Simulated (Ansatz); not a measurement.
**Run report: TiSi$_{16}$, geometry relaxation (part 2 of 2)**

The same run, continued: TiSi$_{16}$ (defect cell, 17 atoms in the cell); DFT PBE-D3(BJ), scalar-relativistic, plane waves, PAW, PAW set soft_1, no spin polarisation (Ansatz 0.2.0); cutoff 420 eV, 2×2×2 k-mesh, Gaussian smearing of 0.05 eV. It belongs to a series of runs on one base structure; here: end point A relaxed.

Geometry of the input (Å; fractional positions):
```
0.0000  5.4300  5.4300
5.4300  0.0000  5.4300
5.4300  5.4300  0.0000
Si 0.0000  0.0000  0.0000
Si 0.1250  0.1250  0.1250
Si -0.0000  0.0000  0.5000
Si 0.1250  0.1250  0.6250
Si -0.0000  0.5000  0.0000
Si 0.1250  0.6250  0.1250
Si -0.0000  0.5000  0.5000
Si 0.1250  0.6250  0.6250
Si 0.5000  -0.0000  0.0000
Si 0.6250  0.1250  0.1250
Si 0.5000  0.0000  0.5000
Si 0.6250  0.1250  0.6250
Si 0.5000  0.5000  0.0000
Si 0.6250  0.6250  0.1250
Si 0.5000  0.5000  0.5000
Si 0.6250  0.6250  0.6250
Ti 0.8242  0.3108  0.3069
```

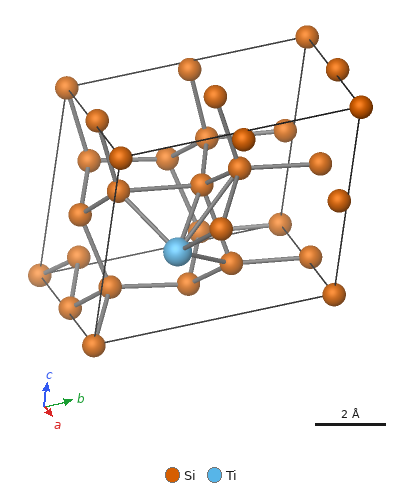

Fig. 1: The geometry at step 7 of the log (ball-and-stick view of the cell of the calculation, seen slightly off an axis).

### Output, continued
```
--- Relaxed structure (12 steps of the walk, 12 accepted, 0 SCFs on fresh bases) ---
  F+E_penalty+E_count = -12676.06500689 eV   max|allowed force component| = 1.290e-2 eV/Å
  atoms:
    - { symbol: Si, position: [-0.007036432467467701, -0.0022741120209331363, -0.002507131471995221] }
    - { symbol: Si, position: [0.12569156809957047, 0.11810245858293564, 0.11788041349666051] }
    - { symbol: Si, position: [0.001394989907394454, -0.016672882269458397, 0.5004557491601642] }
    - { symbol: Si, position: [0.12529410264948837, 0.11738352141505404, 0.6243243285935367] }
    - { symbol: Si, position: [0.001371862580331007, 0.5006888682426698, -0.01687290538014713] }
    - { symbol: Si, position: [0.1252823389495603, 0.6245593692518083, 0.11717115627120434] }
    - { symbol: Si, position: [0.0006796162200678468, 0.49983799082180513, 0.4996241723362483] }
    - { symbol: Si, position: [0.12153654119743579, 0.6205889796766659, 0.6203940928419982] }
    - { symbol: Si, position: [0.49882243602200166, -0.0018940617816070593, -0.002140269659381716] }
    - { symbol: Si, position: [0.6223440712053998, 0.12166420737414613, 0.12141016917946551] }
    - { symbol: Si, position: [0.498468469305684, -0.0023296626078224414, 0.492022703860734] }
    - { symbol: Si, position: [0.6188828249345479, 0.11799286072529436, 0.6247587363365599] }
    - { symbol: Si, position: [0.4984587872660723, 0.49227634233093376, -0.0025724769655415813] }
    - { symbol: Si, position: [0.6188691877778063, 0.6250097044309733, 0.11775714306863172] }
    - { symbol: Si, position: [0.4842380332188915, 0.500561999036434, 0.5003057170568884] }
    - { symbol: Si, position: [0.6182293912167258, 0.6245025309372891, 0.6242555117094699] }
    - { symbol: Ti, position: [0.8716853119164909, 0.370841785853812, 0.3706283895655049] }
```

### Trajectory as extended XYZ (Å, eV, eV/Å), 12 frames, from step=1 to step=12
```
17
Lattice="0.0000 5.4300 5.4300 5.4300 0.0000 5.4300 5.4300 5.4300 0.0000" Properties=species:S:1:pos:R:3:forces:R:3 step=1 energy=-12672.75573
Si    0.0000    0.0000    0.0000   -0.0463  -0.1762  -0.1767
Si    1.3575    1.3575    1.3575   -3.8169   1.0621   1.0369
Si    2.7150    2.7150    0.0000   -0.8864   3.3518  -0.9500
Si    4.0725    4.0725    1.3575    0.1457   0.0359   0.1407
Si    2.7150    0.0000    2.7150   -0.9983  -1.0735   3.6815
Si    4.0725    1.3575    4.0725    0.1535   0.1515   0.0426
Si    5.4300    2.7150    2.7150   -0.0962  -0.1166  -0.1233
Si    6.7875    4.0725    4.0725   -0.0166  -0.0134  -0.0059
Si    0.0000    2.7150    2.7150   -0.0042   0.0157   0.0143
Si    1.3575    4.0725    4.0725    0.1247   0.1062   0.1017
Si    2.7150    5.4300    2.7150   -0.1366  -0.1436  -0.0216
Si    4.0725    6.7875    4.0725    0.5965   0.6206  -2.4700
Si    2.7150    2.7150    5.4300   -0.1412  -0.0236  -0.1494
Si    4.0725    4.0725    6.7875    0.6978  -2.7508   0.6967
Si    5.4300    5.4300    5.4300    2.3535  -0.5839  -0.5724
Si    6.7875    6.7875    6.7875    0.0288   0.1265   0.1244
Ti    3.3543    6.1419    6.1633    2.0423  -0.5886  -1.3695
17
Lattice="0.0000 5.4300 5.4300 5.4300 0.0000 5.4300 5.4300 5.4300 0.0000" Properties=species:S:1:pos:R:3:forces:R:3 step=2 energy=-12674.06624
Si   -0.0088    0.0029    0.0024    0.1101   0.0827   0.0803
Si    1.2744    1.3971    1.3975   -1.3615   0.3282   0.3303
Si    2.6745    2.8008   -0.0365   -0.2921   1.1996  -0.2838
Si    4.0686    4.0844    1.3521   -0.0837  -0.1056  -0.0882
Si    2.6742   -0.0388    2.8020   -0.3241  -0.3180   1.3123
Si    4.0691    1.3528    4.0836   -0.0874  -0.0931  -0.1117
Si    5.3833    2.6647    2.6635   -0.0876  -0.0869  -0.0867
Si    6.7203    4.0128    4.0150    0.0697   0.0753   0.0730
Si    0.0542    2.7756    2.7777   -0.0791  -0.0862  -0.0836
Si    1.4076    4.1190    4.1180    0.0789   0.0812   0.0817
Si    2.7222    5.4363    2.7055    0.0697   0.0709   0.0892
Si    4.1054    6.8269    3.9987    0.2037   0.2093  -0.9089
Si    2.7212    2.7050    5.4347    0.0714   0.0922   0.0703
Si    4.1057    3.9947    6.8276    0.2237  -0.9912   0.2330
Si    5.5041    5.3932    5.3954    0.8967  -0.2007  -0.2000
Si    6.7993    6.7794    6.7793   -0.0928  -0.0814  -0.0803
Ti    3.3790    6.1351    6.1471    0.6843  -0.1761  -0.4268
17
Lattice="0.0000 5.4300 5.4300 5.4300 0.0000 5.4300 5.4300 5.4300 0.0000" Properties=species:S:1:pos:R:3:forces:R:3 step=3 energy=-12674.32078
Si   -0.0050    0.0275    0.0264    0.0647   0.0252   0.0269
Si    1.2240    1.4285    1.4305   -0.0870  -0.0233  -0.0219
Si    2.6392    2.8529   -0.0655    0.0148   0.0613   0.0231
Si    4.0442    4.0831    1.3262   -0.0395  -0.0703  -0.0337
Si    2.6391   -0.0686    2.8556    0.0057   0.0126   0.0819
Si    4.0444    1.3266    4.0813   -0.0400  -0.0346  -0.0703
Si    5.3319    2.6125    2.6113   -0.0628  -0.0620  -0.0633
Si    6.6702    3.9648    3.9676   -0.0541  -0.0646  -0.0637
Si    0.0964    2.8203    2.8229    0.0509   0.0532   0.0497
Si    1.4553    4.1665    4.1653    0.0621   0.0590   0.0595
Si    2.7469    5.4602    2.7075    0.0208   0.0220   0.0625
Si    4.1358    6.8607    3.9555   -0.0558  -0.0526  -0.0124
Si    2.7458    2.7070    5.4580    0.0211   0.0637   0.0243
Si    4.1350    3.9505    6.8619   -0.0498  -0.0279  -0.0449
Si    5.5529    5.3601    5.3632    0.0048   0.0477   0.0488
Si    6.7991    6.7537    6.7535   -0.0666  -0.0332  -0.0331
Ti    3.3993    6.1356    6.1419    0.2108   0.0237  -0.0332
17
Lattice="0.0000 5.4300 5.4300 5.4300 0.0000 5.4300 5.4300 5.4300 0.0000" Properties=species:S:1:pos:R:3:forces:R:3 step=4 energy=-12674.34859
Si   -0.0015    0.0391    0.0380    0.0028  -0.0092  -0.0079
Si    1.2300    1.4383    1.4405   -0.0382  -0.0146  -0.0137
Si    2.6256    2.8581   -0.0787   -0.0334   0.0185  -0.0286
Si    4.0291    4.0812    1.3116   -0.0377   0.0022  -0.0317
Si    2.6252   -0.0821    2.8608   -0.0370  -0.0326   0.0223
Si    4.0289    1.3116    4.0795   -0.0378  -0.0327   0.0026
Si    5.2979    2.5796    2.5787   -0.0378  -0.0375  -0.0381
Si    6.6398    3.9343    3.9375   -0.0378  -0.0420  -0.0415
Si    0.1143    2.8389    2.8414    0.0183   0.0201   0.0192
Si    1.4751    4.1877    4.1869    0.0505   0.0511   0.0517
Si    2.7565    5.4699    2.7112   -0.0113  -0.0087   0.0054
Si    4.1444    6.8692    3.9600   -0.0228  -0.0224  -0.0288
Si    2.7558    2.7108    5.4683   -0.0116   0.0052  -0.0075
Si    4.1438    3.9555    6.8707   -0.0217  -0.0299  -0.0203
Si    5.5595    5.3478    5.3508    0.0105  -0.0207  -0.0204
Si    6.7976    6.7403    6.7402    0.0023  -0.0330  -0.0322
Ti    3.4322    6.1616    6.1659    0.2427   0.1863   0.1696
17
Lattice="0.0000 5.4300 5.4300 5.4300 0.0000 5.4300 5.4300 5.4300 0.0000" Properties=species:S:1:pos:R:3:forces:R:3 step=5 energy=-12674.49123
Si    0.0001    0.0475    0.0469   -0.0443  -0.0428  -0.0411
Si    1.2441    1.4464    1.4484   -0.0446  -0.0508  -0.0516
Si    2.6042    2.8703   -0.1011   -0.1701  -0.0852  -0.1693
Si    4.0069    4.0840    1.2916   -0.0044   0.0130  -0.0007
Si    2.6035   -0.1044    2.8726   -0.1706  -0.1698  -0.0884
Si    4.0065    1.2910    4.0827   -0.0039  -0.0004   0.0147
Si    5.2507    2.5341    2.5337   -0.0460  -0.0426  -0.0422
Si    6.5974    3.8906    3.8938   -0.0413  -0.0418  -0.0411
Si    0.1272    2.8507    2.8527    0.0444   0.0444   0.0438
Si    1.4904    4.2053    4.2050   -0.0031  -0.0013  -0.0010
Si    2.7628    5.4776    2.7151   -0.0419  -0.0390  -0.0364
Si    4.1534    6.8770    3.9712   -0.0545  -0.0585  -0.0521
Si    2.7622    2.7143    5.4765   -0.0427  -0.0380  -0.0380
Si    4.1527    3.9676    6.8784   -0.0525  -0.0498  -0.0572
Si    5.5739    5.3259    5.3286   -0.0766  -0.1667  -0.1668
Si    6.7995    6.7203    6.7205    0.0084  -0.0040  -0.0038
Ti    3.5189    6.2438    6.2469    0.7438   0.7335   0.7315
17
Lattice="0.0000 5.4300 5.4300 5.4300 0.0000 5.4300 5.4300 5.4300 0.0000" Properties=species:S:1:pos:R:3:forces:R:3 step=6 energy=-12674.84931
Si   -0.0011    0.0497    0.0496   -0.0356  -0.0861  -0.0850
Si    1.2591    1.4481    1.4500    0.0113  -0.1771  -0.1768
Si    2.5829    2.8769   -0.1232   -0.1360  -0.2282  -0.1342
Si    3.9896    4.0828    1.2761   -0.0342   0.1000  -0.0335
Si    2.5823   -0.1262    2.8788   -0.1344  -0.1328  -0.2343
Si    3.9892    1.2751    4.0821   -0.0348  -0.0343   0.1020
Si    5.2148    2.4998    2.4999    0.0768   0.0739   0.0709
Si    6.5647    3.8567    3.8594   -0.1071  -0.1052  -0.1033
Si    0.1283    2.8510    2.8528    0.1647   0.1622   0.1603
Si    1.4916    4.2080    4.2082   -0.1236  -0.1216  -0.1215
Si    2.7631    5.4794    2.7153   -0.0844  -0.0831  -0.0318
Si    4.1557    6.8783    3.9839   -0.1751  -0.1767  -0.0046
Si    2.7627    2.7143    5.4789   -0.0849  -0.0318  -0.0827
Si    4.1552    3.9810    6.8796   -0.1745  -0.0010  -0.1758
Si    5.5824    5.3040    5.3063   -0.2120  -0.1386  -0.1384
Si    6.7969    6.7046    6.7051    0.0936  -0.0330  -0.0330
Ti    3.6369    6.3584    6.3606    0.9901   1.0133   1.0217
17
Lattice="0.0000 5.4300 5.4300 5.4300 0.0000 5.4300 5.4300 5.4300 0.0000" Properties=species:S:1:pos:R:3:forces:R:3 step=7 energy=-12675.23601
Si   -0.0059    0.0367    0.0368    0.0093  -0.0389  -0.0391
Si    1.2678    1.4330    1.4348    0.0332  -0.2008  -0.1997
Si    2.5757    2.8643   -0.1305   -0.0776  -0.4235  -0.0782
Si    3.9825    4.0811    1.2693   -0.0839   0.1248  -0.0832
Si    2.5751   -0.1335    2.8660   -0.0766  -0.0768  -0.4268
Si    3.9820    1.2682    4.0805   -0.0850  -0.0841   0.1273
Si    5.2256    2.5107    2.5107    0.2649   0.2614   0.2596
Si    6.5614    3.8534    3.8562   -0.0539  -0.0535  -0.0531
Si    0.1198    2.8420    2.8437    0.0577   0.0559   0.0553
Si    1.4742    4.1909    4.1911   -0.1233  -0.1228  -0.1229
Si    2.7501    5.4667    2.7110   -0.0388  -0.0398   0.0137
Si    4.1410    6.8632    3.9923   -0.1995  -0.1985   0.0183
Si    2.7497    2.7100    5.4663   -0.0383   0.0131  -0.0394
Si    4.1405    3.9895    6.8645   -0.1997   0.0227  -0.1977
Si    5.5706    5.2968    5.2991   -0.4137  -0.0812  -0.0816
Si    6.7949    6.6979    6.6985    0.1195  -0.0796  -0.0798
Ti    3.7494    6.4709    6.4733    0.9055   0.9215   0.9271
17
Lattice="0.0000 5.4300 5.4300 5.4300 0.0000 5.4300 5.4300 5.4300 0.0000" Properties=species:S:1:pos:R:3:forces:R:3 step=8 energy=-12675.63013
Si   -0.0089    0.0256    0.0257   -0.0442  -0.0474  -0.0467
Si    1.2732    1.4142    1.4161    0.0351  -0.0887  -0.0877
Si    2.5703    2.8239   -0.1362    0.1014  -0.7029   0.0987
Si    3.9724    4.0831    1.2593   -0.0767   0.0902  -0.0770
Si    2.5697   -0.1390    2.8255    0.1018   0.1001  -0.7043
Si    3.9719    1.2582    4.0827   -0.0760  -0.0762   0.0927
Si    5.2582    2.5431    2.5430    0.3619   0.3680   0.3709
Si    6.5705    3.8625    3.8653    0.0512   0.0507   0.0494
Si    0.1112    2.8333    2.8349   -0.1369  -0.1365  -0.1356
Si    1.4569    4.1737    4.1739   -0.0349  -0.0333  -0.0327
Si    2.7390    5.4556    2.7083   -0.0512  -0.0490  -0.0434
Si    4.1220    6.8443    3.9973   -0.0814  -0.0811   0.0223
Si    2.7386    2.7074    5.4553   -0.0507  -0.0434  -0.0477
Si    4.1216    3.9947    6.8458   -0.0830   0.0261  -0.0817
Si    5.5304    5.2912    5.2934   -0.6963   0.0956   0.0946
Si    6.7963    6.6880    6.6886    0.0871  -0.0754  -0.0755
Ti    3.8611    6.5821    6.5843    0.5930   0.6033   0.6038
17
Lattice="0.0000 5.4300 5.4300 5.4300 0.0000 5.4300 5.4300 5.4300 0.0000" Properties=species:S:1:pos:R:3:forces:R:3 step=9 energy=-12675.92170
Si   -0.0204    0.0109    0.0112   -0.0459  -0.0458  -0.0428
Si    1.2693    1.3962    1.3981    0.0434  -0.0297  -0.0286
Si    2.5780    2.7377   -0.1292    0.0846  -0.1446   0.0894
Si    3.9633    4.0813    1.2504    0.0027  -0.0388   0.0051
Si    2.5777   -0.1317    2.7395    0.0877   0.0918  -0.1481
Si    3.9630    1.2495    4.0816    0.0029   0.0051  -0.0404
Si    5.3158    2.6014    2.6017    0.3127   0.3168   0.3181
Si    6.6064    3.8982    3.9007    0.2789   0.2751   0.2722
Si    0.0934    2.8154    2.8171   -0.1331  -0.1353  -0.1360
Si    1.4400    4.1571    4.1574   -0.0297  -0.0303  -0.0299
Si    2.7240    5.4413    2.6971   -0.0551  -0.0492  -0.0525
Si    4.1041    6.8266    3.9932   -0.0211  -0.0218   0.0233
Si    2.7236    2.6962    5.4413   -0.0546  -0.0505  -0.0455
Si    4.1037    3.9908    6.8281   -0.0230   0.0275  -0.0225
Si    5.4438    5.2978    5.3000   -0.1347   0.0806   0.0812
Si    6.7931    6.6789    6.6795   -0.0326   0.0057   0.0058
Ti    3.9755    6.6944    6.6957   -0.2830  -0.2562  -0.2486
17
Lattice="0.0000 5.4300 5.4300 5.4300 0.0000 5.4300 5.4300 5.4300 0.0000" Properties=species:S:1:pos:R:3:forces:R:3 step=10 energy=-12676.05892
Si   -0.0306   -0.0396   -0.0384    0.0505  -0.0497  -0.0512
Si    1.2701    1.3370    1.3383    0.0697  -0.0350  -0.0341
Si    2.6213    2.7168   -0.0881   -0.0599   0.0827  -0.0550
Si    4.0156    4.0715    1.3049    0.0153  -0.0419   0.0202
Si    2.6214   -0.0896    2.7182   -0.0570  -0.0527   0.0814
Si    4.0158    1.3040    4.0727    0.0151   0.0191  -0.0437
Si    5.4122    2.7011    2.7018    0.0508   0.0551   0.0569
Si    6.7233    4.0135    4.0148    0.0148   0.0161   0.0160
Si   -0.0041    2.7155    2.7171    0.0811   0.0794   0.0790
Si    1.3437    4.0617    4.0628   -0.0343  -0.0342  -0.0339
Si    2.6718    5.3913    2.6886   -0.0480  -0.0522   0.0506
Si    4.0475    6.7674    3.9919   -0.0388  -0.0343   0.0539
Si    2.6717    2.6876    5.3925   -0.0477   0.0500  -0.0534
Si    4.0476    3.9901    6.7689   -0.0386   0.0565  -0.0333
Si    5.4257    5.3404    5.3420    0.0917  -0.0638  -0.0632
Si    6.7813    6.7340    6.7350   -0.0360   0.0182   0.0192
Ti    4.0200    6.7390    6.7402   -0.0286  -0.0132  -0.0093
17
Lattice="0.0000 5.4300 5.4300 5.4300 0.0000 5.4300 5.4300 5.4300 0.0000" Properties=species:S:1:pos:R:3:forces:R:3 step=11 energy=-12676.06420
Si   -0.0262   -0.0523   -0.0511   -0.0102   0.0342   0.0346
Si    1.2770    1.3258    1.3272    0.0207  -0.0233  -0.0238
Si    2.6254    2.7255   -0.0840    0.0083  -0.0260   0.0065
Si    4.0265    4.0697    1.3161   -0.0010  -0.0005   0.0009
Si    2.6257   -0.0853    2.7267    0.0077   0.0060  -0.0256
Si    4.0266    1.3150    4.0708   -0.0007   0.0010  -0.0002
Si    5.4262    2.7158    2.7168   -0.0266  -0.0295  -0.0294
Si    6.7373    4.0275    4.0286   -0.0066  -0.0047  -0.0048
Si   -0.0160    2.7030    2.7044   -0.0190  -0.0186  -0.0188
Si    1.3245    4.0430    4.0443   -0.0043  -0.0041  -0.0040
Si    2.6588    5.3778    2.6934    0.0344   0.0359  -0.0116
Si    4.0361    6.7563    3.9970   -0.0234  -0.0242   0.0228
Si    2.6589    2.6920    5.3790    0.0342  -0.0112   0.0360
Si    4.0362    3.9956    6.7577   -0.0232   0.0225  -0.0245
Si    5.4346    5.3446    5.3461   -0.0251   0.0103   0.0101
Si    6.7801    6.7453    6.7465   -0.0032  -0.0005  -0.0004
Ti    4.0226    6.7426    6.7438    0.0379   0.0327   0.0319
17
Lattice="0.0000 5.4300 5.4300 5.4300 0.0000 5.4300 5.4300 5.4300 0.0000" Properties=species:S:1:pos:R:3:forces:R:3 step=12 energy=-12676.06501
Si   -0.0260   -0.0518   -0.0506    0.0068   0.0008   0.0008
Si    1.2814    1.3226    1.3238   -0.0129  -0.0066  -0.0068
Si    2.6269    2.7250   -0.0830    0.0009  -0.0015   0.0007
Si    4.0275    4.0704    1.3177   -0.0024   0.0102  -0.0028
Si    2.6271   -0.0842    2.7262    0.0006   0.0006  -0.0013
Si    4.0276    1.3165    4.0716   -0.0023  -0.0027   0.0103
Si    5.4271    2.7167    2.7178   -0.0002  -0.0011  -0.0008
Si    6.7385    4.0287    4.0297   -0.0016  -0.0017  -0.0018
Si   -0.0219    2.6970    2.6983    0.0026   0.0021   0.0021
Si    1.3199    4.0386    4.0400   -0.0002   0.0002   0.0002
Si    2.6590    5.3784    2.6940    0.0006   0.0005   0.0067
Si    4.0331    6.7530    4.0012   -0.0065  -0.0067  -0.0117
Si    2.6591    2.6927    5.3797    0.0007   0.0068   0.0005
Si    4.0332    3.9999    6.7543   -0.0065  -0.0119  -0.0069
Si    5.4347    5.3461    5.3475   -0.0009   0.0016   0.0014
Si    6.7808    6.7467    6.7480    0.0099  -0.0026  -0.0027
Ti    4.0262    6.7458    6.7469    0.0114   0.0120   0.0120
```

### Summary

```json
{"quantity": "outcome", "value": "converged"}
{"quantity": "electrons treated", "value": "76"}
{"quantity": "free energy", "value": "−12676.0650 eV"}
{"quantity": "Fermi energy", "value": "7.589 eV"}
{"quantity": "final volume", "value": "320.21 Å³"}
{"quantity": "largest force (length of the vector) at the end", "value": "0.020 eV/Å"}
{"quantity": "hardware", "value": "1 thread of Intel Xeon (Granite Rapids), 144 GiB of memory available, shared host"}
{"quantity": "wall time", "value": "37 s"}
{"quantity": "peak memory", "value": "0.59 GiB"}
```

### Notes

The k-point mesh is coarse for a cell of this size, so the results may not be converged.
